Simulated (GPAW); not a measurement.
Band structure of CoSi (P2_13, 8 atoms in the cell).

```yaml
crystal:
  lattice:
    - [4.44098, 0.00000, 0.00000]
    - [0.00000, 4.44098, 0.00000]
    - [0.00000, 0.00000, 4.44098]
  atoms:
    - { symbol: Co, position: [0.85410, 0.64590, 0.35410] }
    - { symbol: Co, position: [0.64590, 0.35410, 0.85410] }
    - { symbol: Co, position: [0.35410, 0.85410, 0.64590] }
    - { symbol: Co, position: [0.14590, 0.14590, 0.14590] }
    - { symbol: Si, position: [0.15654, 0.34346, 0.65654] }
    - { symbol: Si, position: [0.34346, 0.65654, 0.15654] }
    - { symbol: Si, position: [0.65654, 0.15654, 0.34346] }
    - { symbol: Si, position: [0.84346, 0.84346, 0.84346] }
```

Method of the run: PBE, GPAW PAW datasets PBE (gpaw-data 1.0.1) (plane waves; GPAW).

Settings: mode = pw; ecut = 850 eV; xc = PBE; kpts = 9 9 9; mesh shift (steps) = 0 0 0; occupations.name = methfessel-paxton; occupations.width = 0.1 eV; occupations.order = 0; nbands = -12; symmetry.symmorphic = false; symmetry.tolerance = 0.0005; maxiter = 150; bandpath_npoints = 40.

The starting cell comes from a database of computed structures (which also holds hypothetical and non-ambient phases and stackings), without a prior relaxation at this level. Its lattice was rescaled by a random factor within 2.5 % of one. Spin polarisation is off.

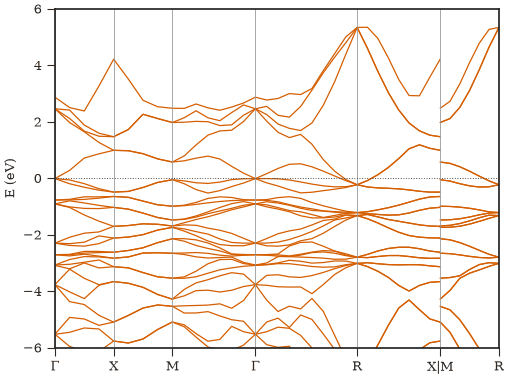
Bands along the path, energies from the Fermi level.

Levels in eV from the Fermi level, bands 23 to 30:
```csv
point,23,24,25,26,27,28,29,30
Γ,-0.77,-0.77,-0.01,-0.01,-0.01,2.46,2.46,2.46
X,-0.65,-0.65,-0.49,-0.49,0.99,0.99,1.47,1.47
M,-0.99,-0.99,-0.05,-0.05,0.57,0.57,1.97,1.97
R,-1.22,-1.22,-0.23,-0.23,-0.23,-0.23,5.34,5.34
```

Bands cross the Fermi level along this path, so the cell is metallic at this level.
